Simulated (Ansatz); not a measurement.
SiNH$_{5}$ClO$_{2}$: geometry relaxation (part 1 of 3)

The run: geometry relaxation of SiNH$_{5}$ClO$_{2}$, multiplicity 2. Method and program: UHF/def2-SVP (Ansatz 0.2.0).

The run did not end well. It belongs to a series of runs on one base structure; here: end point A relaxed.

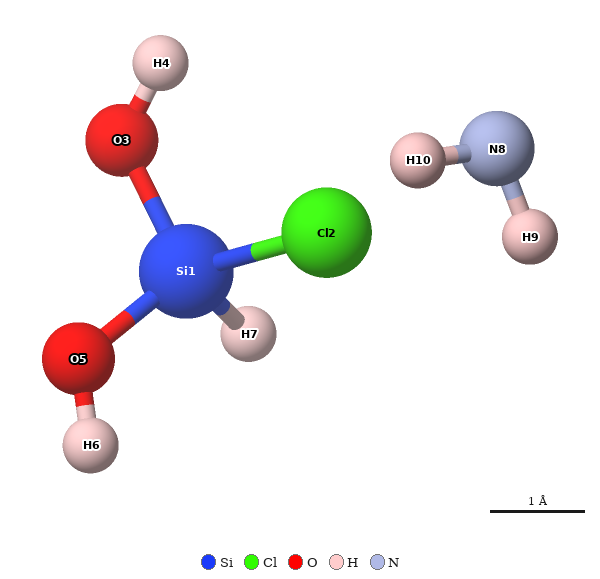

Figure 1. The starting structure (ball-and-stick view, seen at a tilt; atoms are numbered from 1 in the order of the input).

**Input**
```yaml
crystal:
  periodic: [false, false, false]
  atoms:
    - { symbol: Si, position_ang: [-0.10395, -0.143805, -0.145169] }
    - { symbol: Cl, position_ang: [-0.058955, -0.290917, 1.960649] }
    - { symbol: O, position_ang: [1.426834, -0.171639, -0.680252] }
    - { symbol: H, position_ang: [2.135293, -0.468008, -0.129087] }
    - { symbol: O, position_ang: [-0.755858, 1.273154, -0.604002] }
    - { symbol: H, position_ang: [-1.691114, 1.406234, -0.590829] }
    - { symbol: H, position_ang: [-0.901887, -1.277443, -0.617062] }
    - { symbol: "N", position_ang: [0.380192, -0.259862, 4.868981] }
    - { symbol: H, position_ang: [-0.621107, -0.434718, 4.870709] }
    - { symbol: H, position_ang: [0.447252, 0.734505, 4.673161] }
magnetization:
  spin_polarized: true
  initial_magnetization: 1
basis:
  gaussian: { orbitals: def2-SVP }
hamiltonian:
  xc: hf
relax:
  f_tol: 0.03
  max_steps: 50
```

Run on 2 threads of Arm Neoverse V1, 24 GiB of memory available, shared host.

Command:
```bash
ansatz run input.yaml --threads 2 --pin off --max-ram 3072MiB --backend cpu --events-out ev --progress --plain --runs-dir out
```

**Log**
```
The last accepted step is kept in [file] (removed where the run ends without a failure and the disk answers)
Engine: ansatz 0.2.0, aarch64-unknown-linux-gnu
Functional definition: HF
  exchange = exact_x
  correlation = 0
1064 factors; integrals over basis functions are off by at most 4.6e-4 eV
mean field evaluation 1: about -25987.9111 eV, gradient 3.3e1 eV
mean field evaluation 2: about -25987.9125 eV, gradient 3.3e1 eV
mean field evaluation 4: about -25992.6131 eV, gradient 2.7e0 eV
mean field evaluation 8: about -25992.6710 eV, gradient 1.5e-1 eV
mean field -25992.67153698 eV, -955.2130605185 hartree, gradient 1.3e-5 eV, S^2 0.757760; 0 other end points of the search recorded, 0 dependent functions left out
the calculation of the forces begins
reference -25992.67153698 eV, -955.2130605185 hartree; 30, 29 occupied and 73, 74 virtual orbitals, 1064 factors
relax step   1: F+E_penalty+E_count = -25992.67153698 eV  Δ(F+E_penalty+E_count) = +0.000e0 eV  max|allowed force component| = 9.198e-1 eV/Å  Δτ_max = 0.0000 Å  (40 SCF iters, accepted)
these checks for a lower state are left out or cut short: starts, cluster_reference, orbital_swaps, neighbouring_geometries, increment
1064 factors; integrals over basis functions are off by at most 5.4e-4 eV
mean field evaluation 16: about -25992.7202 eV, gradient 3.4e-2 eV
mean field -25992.72024742 eV, -955.2148505939 hartree, gradient 5.9e-5 eV, S^2 0.758104; 0 other end points of the search recorded, 0 dependent functions left out
[... from here on the field's lines of each further geometry are left out, up to the last ...]
relax step   2: F+E_penalty+E_count = -25992.72024742 eV  Δ(F+E_penalty+E_count) = -4.871e-2 eV  max|allowed force component| = 8.176e-1 eV/Å  Δτ_max = 0.1954 Å  (38 SCF iters, accepted)
relax step   3: F+E_penalty+E_count = -25992.74606604 eV  Δ(F+E_penalty+E_count) = -2.582e-2 eV  max|allowed force component| = 6.649e-1 eV/Å  Δτ_max = 0.1964 Å  (36 SCF iters, accepted)
relax step   4: F+E_penalty+E_count = -25992.76501898 eV  Δ(F+E_penalty+E_count) = -1.895e-2 eV  max|allowed force component| = 3.089e-1 eV/Å  Δτ_max = 0.0932 Å  (32 SCF iters, accepted)
relax step   5: F+E_penalty+E_count = -25992.76611829 eV  Δ(F+E_penalty+E_count) = -1.099e-3 eV  max|allowed force component| = 6.561e-1 eV/Å  Δτ_max = 0.1535 Å  (42 SCF iters, accepted)
relax step   6: F+E_penalty+E_count = -25992.77692615 eV  Δ(F+E_penalty+E_count) = -1.081e-2 eV  max|allowed force component| = 1.055e0 eV/Å  Δτ_max = 0.0963 Å  (37 SCF iters, accepted)
relax step   7: F+E_penalty+E_count = -25992.29007382 eV  Δ(F+E_penalty+E_count) = +4.869e-1 eV  max|allowed force component| = 3.994e0 eV/Å  Δτ_max = 0.1952 Å  (45 SCF iters, rejected (line search))
relax step   8: F+E_penalty+E_count = -25992.80307051 eV  Δ(F+E_penalty+E_count) = -2.614e-2 eV  max|allowed force component| = 1.685e-1 eV/Å  Δτ_max = 0.0975 Å  (39 SCF iters, accepted)
relax step   9: F+E_penalty+E_count = -25992.78981186 eV  Δ(F+E_penalty+E_count) = +1.326e-2 eV  max|allowed force component| = 1.075e0 eV/Å  Δτ_max = 0.0965 Å  (38 SCF iters, rejected (line search))
relax step  10: F+E_penalty+E_count = -25992.80987167 eV  Δ(F+E_penalty+E_count) = -6.801e-3 eV  max|allowed force component| = 1.178e-1 eV/Å  Δτ_max = 0.0482 Å  (34 SCF iters, accepted)
relax step  11: F+E_penalty+E_count = -25992.81630993 eV  Δ(F+E_penalty+E_count) = -6.438e-3 eV  max|allowed force component| = 1.358e-1 eV/Å  Δτ_max = 0.0500 Å  (37 SCF iters, accepted)
relax step  12: F+E_penalty+E_count = -25992.82327598 eV  Δ(F+E_penalty+E_count) = -6.966e-3 eV  max|allowed force component| = 4.082e-1 eV/Å  Δτ_max = 0.0727 Å  (38 SCF iters, accepted)
relax step  13: F+E_penalty+E_count = -25992.83512330 eV  Δ(F+E_penalty+E_count) = -1.185e-2 eV  max|allowed force component| = 1.534e-1 eV/Å  Δτ_max = 0.1125 Å  (38 SCF iters, accepted)
relax step  14: F+E_penalty+E_count = -25992.83939996 eV  Δ(F+E_penalty+E_count) = -4.277e-3 eV  max|allowed force component| = 1.629e-1 eV/Å  Δτ_max = 0.0542 Å  (37 SCF iters, accepted)
relax step  15: F+E_penalty+E_count = -25992.84027292 eV  Δ(F+E_penalty+E_count) = -8.730e-4 eV  max|allowed force component| = 2.050e-1 eV/Å  Δτ_max = 0.0218 Å  (33 SCF iters, accepted)
relax step  16: F+E_penalty+E_count = -25992.81368292 eV  Δ(F+E_penalty+E_count) = +2.659e-2 eV  max|allowed force component| = 9.732e-1 eV/Å  Δτ_max = 0.1953 Å  (42 SCF iters, rejected (line search))
relax step  17: F+E_penalty+E_count = -25992.84638081 eV  Δ(F+E_penalty+E_count) = -6.108e-3 eV  max|allowed force component| = 4.192e-2 eV/Å  Δτ_max = 0.0946 Å  (38 SCF iters, accepted)
relax step  18: F+E_penalty+E_count = -25992.84406583 eV  Δ(F+E_penalty+E_count) = +2.315e-3 eV  max|allowed force component| = 3.938e-1 eV/Å  Δτ_max = 0.0990 Å  (39 SCF iters, rejected (line search))
relax step  19: F+E_penalty+E_count = -25992.84785353 eV  Δ(F+E_penalty+E_count) = -1.473e-3 eV  max|allowed force component| = 6.895e-2 eV/Å  Δτ_max = 0.0489 Å  (33 SCF iters, accepted)
relax step  20: F+E_penalty+E_count = -25992.84888653 eV  Δ(F+E_penalty+E_count) = -1.033e-3 eV  max|allowed force component| = 9.418e-2 eV/Å  Δτ_max = 0.0489 Å  (31 SCF iters, accepted)
relax step  21: F+E_penalty+E_count = -25992.84977795 eV  Δ(F+E_penalty+E_count) = -8.914e-4 eV  max|allowed force component| = 1.510e-1 eV/Å  Δτ_max = 0.0737 Å  (33 SCF iters, accepted)
relax step  22: F+E_penalty+E_count = -25992.85036250 eV  Δ(F+E_penalty+E_count) = -5.845e-4 eV  max|allowed force component| = 2.097e-1 eV/Å  Δτ_max = 0.0766 Å  (37 SCF iters, accepted)
relax step  23: F+E_penalty+E_count = -25992.85200559 eV  Δ(F+E_penalty+E_count) = -1.643e-3 eV  max|allowed force component| = 1.035e-1 eV/Å  Δτ_max = 0.0555 Å  (34 SCF iters, accepted)
relax step  24: F+E_penalty+E_count = -25992.85196650 eV  Δ(F+E_penalty+E_count) = +3.909e-5 eV  max|allowed force component| = 1.068e-1 eV/Å  Δτ_max = 0.0090 Å  (33 SCF iters, rejected (line search))
relax step  25: F+E_penalty+E_count = -25992.85237750 eV  Δ(F+E_penalty+E_count) = -3.719e-4 eV  max|allowed force component| = 1.971e-2 eV/Å  Δτ_max = 0.0044 Å  (33 SCF iters, accepted)
relax step  26: F+E_penalty+E_count = -25992.85336278 eV  Δ(F+E_penalty+E_count) = -9.853e-4 eV  max|allowed force component| = 1.495e-1 eV/Å  Δτ_max = 0.0621 Å  (38 SCF iters, accepted)
relax step  27: F+E_penalty+E_count = -25992.85358895 eV  Δ(F+E_penalty+E_count) = -2.262e-4 eV  max|allowed force component| = 3.282e-1 eV/Å  Δτ_max = 0.0750 Å  (37 SCF iters, accepted)
relax step  28: F+E_penalty+E_count = -25992.85572789 eV  Δ(F+E_penalty+E_count) = -2.139e-3 eV  max|allowed force component| = 1.270e-1 eV/Å  Δτ_max = 0.0465 Å  (36 SCF iters, accepted)
relax step  29: F+E_penalty+E_count = -25992.85692832 eV  Δ(F+E_penalty+E_count) = -1.200e-3 eV  max|allowed force component| = 1.937e-1 eV/Å  Δτ_max = 0.0678 Å  (38 SCF iters, accepted)
relax step  30: F+E_penalty+E_count = -25992.85844108 eV  Δ(F+E_penalty+E_count) = -1.513e-3 eV  max|allowed force component| = 2.026e-1 eV/Å  Δτ_max = 0.0557 Å  (38 SCF iters, accepted)
relax step  31: F+E_penalty+E_count = -25992.86003609 eV  Δ(F+E_penalty+E_count) = -1.595e-3 eV  max|allowed force component| = 1.956e-1 eV/Å  Δτ_max = 0.0550 Å  (37 SCF iters, accepted)
relax step  32: F+E_penalty+E_count = -25992.86169806 eV  Δ(F+E_penalty+E_count) = -1.662e-3 eV  max|allowed force component| = 2.459e-1 eV/Å  Δτ_max = 0.0760 Å  (36 SCF iters, accepted)
relax step  33: F+E_penalty+E_count = -25992.86277238 eV  Δ(F+E_penalty+E_count) = -1.074e-3 eV  max|allowed force component| = 2.713e-1 eV/Å  Δτ_max = 0.0657 Å  (37 SCF iters, accepted)
relax step  34: F+E_penalty+E_count = -25992.86469435 eV  Δ(F+E_penalty+E_count) = -1.922e-3 eV  max|allowed force component| = 1.429e-1 eV/Å  Δτ_max = 0.0350 Å  (36 SCF iters, accepted)
relax step  35: F+E_penalty+E_count = -25992.86479249 eV  Δ(F+E_penalty+E_count) = -9.814e-5 eV  max|allowed force component| = 1.386e-1 eV/Å  Δτ_max = 0.0026 Å  (25 SCF iters, accepted)
relax step  36: F+E_penalty+E_count = -25992.86854622 eV  Δ(F+E_penalty+E_count) = -3.754e-3 eV  max|allowed force component| = 9.939e-2 eV/Å  Δτ_max = 0.1960 Å  (39 SCF iters, accepted)
relax step  37: F+E_penalty+E_count = -25992.87089560 eV  Δ(F+E_penalty+E_count) = -2.349e-3 eV  max|allowed force component| = 1.643e-1 eV/Å  Δτ_max = 0.1370 Å  (39 SCF iters, accepted)
relax step  38: F+E_penalty+E_count = -25992.87223223 eV  Δ(F+E_penalty+E_count) = -1.337e-3 eV  max|allowed force component| = 3.367e-1 eV/Å  Δτ_max = 0.0859 Å  (39 SCF iters, accepted)
relax step  39: F+E_penalty+E_count = -25992.87575552 eV  Δ(F+E_penalty+E_count) = -3.523e-3 eV  max|allowed force component| = 2.242e-1 eV/Å  Δτ_max = 0.0714 Å  (38 SCF iters, accepted)
relax step  40: F+E_penalty+E_count = -25992.87684878 eV  Δ(F+E_penalty+E_count) = -1.093e-3 eV  max|allowed force component| = 1.797e-1 eV/Å  Δτ_max = 0.0162 Å  (31 SCF iters, accepted)
relax step  41: F+E_penalty+E_count = -25992.88425969 eV  Δ(F+E_penalty+E_count) = -7.411e-3 eV  max|allowed force component| = 1.448e-1 eV/Å  Δτ_max = 0.1677 Å  (38 SCF iters, accepted)
relax step  42: F+E_penalty+E_count = -25992.88970927 eV  Δ(F+E_penalty+E_count) = -5.450e-3 eV  max|allowed force component| = 3.761e-1 eV/Å  Δτ_max = 0.1951 Å  (38 SCF iters, accepted)
relax step  43: F+E_penalty+E_count = -25992.88592256 eV  Δ(F+E_penalty+E_count) = +3.787e-3 eV  max|allowed force component| = 9.328e-1 eV/Å  Δτ_max = 0.1951 Å  (38 SCF iters, rejected (line search))
relax step  44: F+E_penalty+E_count = -25992.90044639 eV  Δ(F+E_penalty+E_count) = -1.074e-2 eV  max|allowed force component| = 3.393e-1 eV/Å  Δτ_max = 0.0970 Å  (39 SCF iters, accepted)
relax step  45: F+E_penalty+E_count = -25992.91038120 eV  Δ(F+E_penalty+E_count) = -9.935e-3 eV  max|allowed force component| = 3.449e-1 eV/Å  Δτ_max = 0.0961 Å  (36 SCF iters, accepted)
relax step  46: F+E_penalty+E_count = -25992.92570512 eV  Δ(F+E_penalty+E_count) = -1.532e-2 eV  max|allowed force component| = 5.909e-1 eV/Å  Δτ_max = 0.1476 Å  (37 SCF iters, accepted)
relax step  47: F+E_penalty+E_count = -25992.94113702 eV  Δ(F+E_penalty+E_count) = -1.543e-2 eV  max|allowed force component| = 1.076e0 eV/Å  Δτ_max = 0.1950 Å  (37 SCF iters, accepted)
relax step  48: F+E_penalty+E_count = -25992.97980966 eV  Δ(F+E_penalty+E_count) = -3.867e-2 eV  max|allowed force component| = 1.032e0 eV/Å  Δτ_max = 0.1948 Å  (38 SCF iters, accepted)
the calculation of the forces begins
reference -25993.03029212 eV, -955.2262445266 hartree; 30, 29 occupied and 73, 74 virtual orbitals, 1064 factors
relax step  49: F+E_penalty+E_count = -25993.03029212 eV  Δ(F+E_penalty+E_count) = -5.048e-2 eV  max|allowed force component| = 9.164e-1 eV/Å  Δτ_max = 0.1946 Å  (38 SCF iters, accepted)
these checks for a lower state are left out or cut short: starts, cluster_reference, orbital_swaps, neighbouring_geometries, increment
1064 factors; integrals over basis functions are off by at most 4.4e-4 eV
mean field -25993.06839053 eV, -955.2276446174 hartree, gradient 2.5e-5 eV, S^2 0.758794; 0 other end points of the search recorded, 0 dependent functions left out
the calculation of the forces begins
reference -25993.06839053 eV, -955.2276446174 hartree; 30, 29 occupied and 73, 74 virtual orbitals, 1064 factors
relax step  50: F+E_penalty+E_count = -25993.06839053 eV  Δ(F+E_penalty+E_count) = -3.810e-2 eV  max|allowed force component| = 1.188e0 eV/Å  Δτ_max = 0.1970 Å  (38 SCF iters, accepted)
```

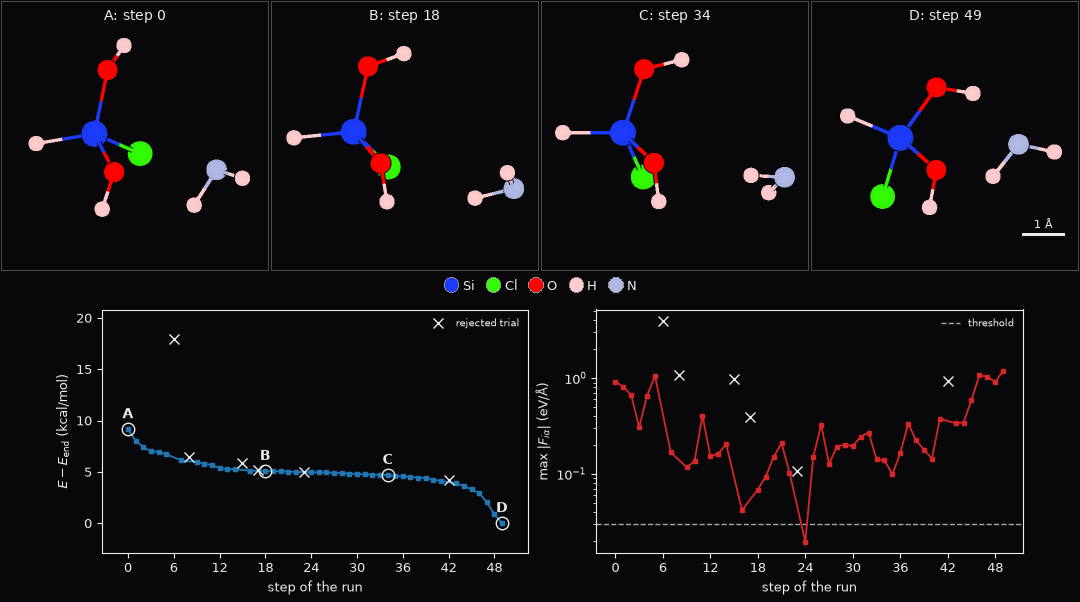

Figure 2. Frames of the relaxation (ball-and-stick view, seen at a tilt) above the curves, on which the letters mark them (the first geometry is step 0 here and step 1 in the log).

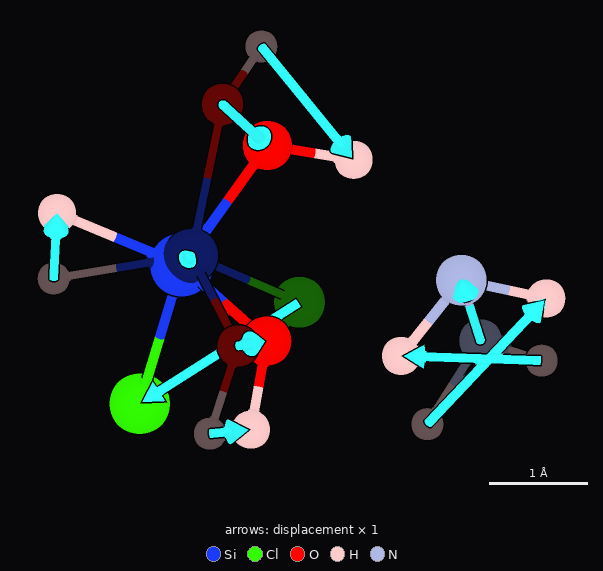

Figure 3. Start (faint) and end (solid) with the displacements as teal arrows, at true length (ball-and-stick view, seen at a tilt). The two geometries are laid on each other by the best rigid fit. The relaxation stopped without meeting its thresholds, so the last structure isn't shown to be converged. After 49 geometry steps the energy has fallen by 9.15 kcal/mol. Largest force component: 0.92 eV/Å at the start, 1.2 eV/Å at the end. The line search rejected the trial steps at points 6, 8, 15, 17, 23, 42 (counted from 0) and went back. The atom that moves furthest after the best rigid fit is H9 (1.94 Å). By element the largest moves are H 1.94 Å, Cl 1.93 Å, N 1.41 Å, O 1.37 Å, Si 0.25 Å. Among the contacts that change: N8–H10 1.016 → 1.038 Å, Si1–Cl2 2.111 → 2.092 Å, O3–H4 0.945 → 0.957 Å, Si1–O5 1.626 → 1.632 Å. Among the angles that change: O3–Si1–H7 113.2° → 109.0°, Cl2–Si1–O5 110.5° → 106.3°, Cl2–Si1–O3 107.9° → 110.5°. (Atoms are counted from 1 in the order of the input.)
